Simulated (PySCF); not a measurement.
# C5H6FO2Si (doublet): what the fields show

The calculation's input:

```
{"job": {"kind": "epr", "basis": "pcH-1"}, "charge": 0, "multiplicity": 2}
C      3.270570    -0.629214    -0.602538
C      1.987235    -0.690348    -0.287195
F      1.502509    -1.844910     0.233685
Si     0.703424     0.687064    -0.417303
C     -0.565164     0.948150     1.035872
O     -0.662524     1.431800     2.153686
C     -1.491614     0.291871     0.177932
C     -2.896866    -0.107145     0.337472
O     -0.795530     0.020954    -0.953773
H      3.930603    -1.468291    -0.461367
H      3.681306     0.272577    -1.013057
H      1.088377     1.740765    -1.338112
H     -3.499891     0.291863    -0.480262
H     -2.986016    -1.195207     0.302741
H     -3.270832     0.258060     1.290306
```

Run with:

```sh
OMP_NUM_THREADS=1 python probes_run.py task.json out
```

Geometry: GFN2-xTB.

Method: PySCF, UKS B3LYP, pcH-1 on C F H O Si, non-relativistic, mean-field spin-orbit, GIAO.

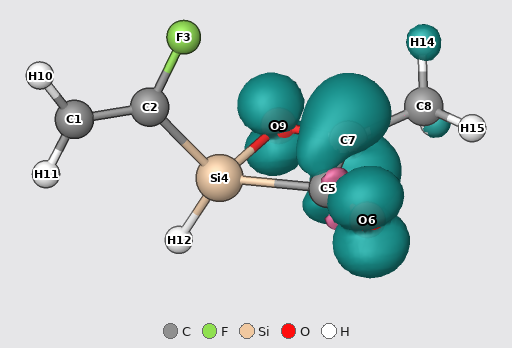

Figure 1. Isosurfaces of the spin density (α minus β) at +0.03 (teal) and −0.03 e/Å³ (pink), seen at a tilt.

Question: Where is the unpaired spin?

Answer: The unpaired spin (1 electron) lies mostly on C7 (about 0.4), O6 (about 0.3), O9 (about 0.2) and C5 (about 0.1), in electrons by Hirshfeld's partition.

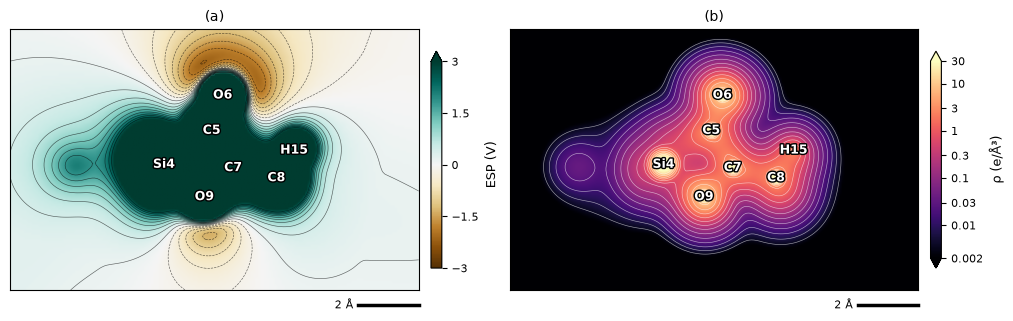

Figure 2. (a) electrostatic potential; (b) electron density on the plane of atoms C5, C7 and O9.

Question: Interpret the plot.

Answer:
- Atoms in the plane: Si, C, O and H.
- C–O (1.22 Å): ρ at the midpoint is about 3.2 e/Å³.
- Si–O (1.73 Å): ρ at the midpoint is about 1 e/Å³.
- C–H (1.09 Å): ρ at the midpoint is about 2 e/Å³.
- C–O (1.36 Å): ρ is about 2.3 e/Å³ halfway, with its minimum of 2 e/Å³ about 0.5 Å from C.
- Outside the dense part of the molecule the potential is most negative (−2.2 V) near O6.

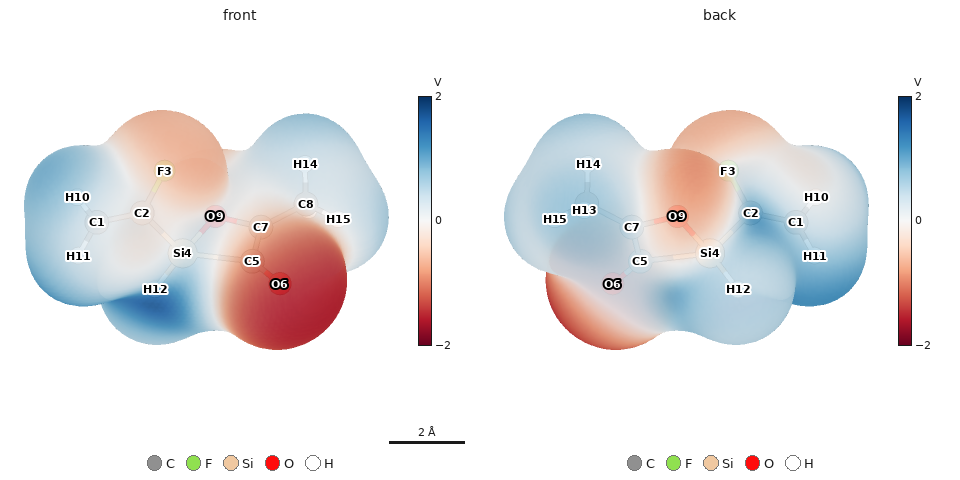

Figure 3. The molecular electrostatic potential painted on the density surface at 0.001 e/bohr³, seen from the front and from behind; the colour scale runs from red (negative) to blue (positive).

Question: Which sites attract a positive test charge, and which a negative one?

Answer: A positive charge is drawn to the negative regions and a negative charge to the positive ones. The most negative region (about −1.6 V) lies over O6, the most positive (about +1.6 V) over Si4. O6 is the likeliest acceptor of a hydrogen bond.
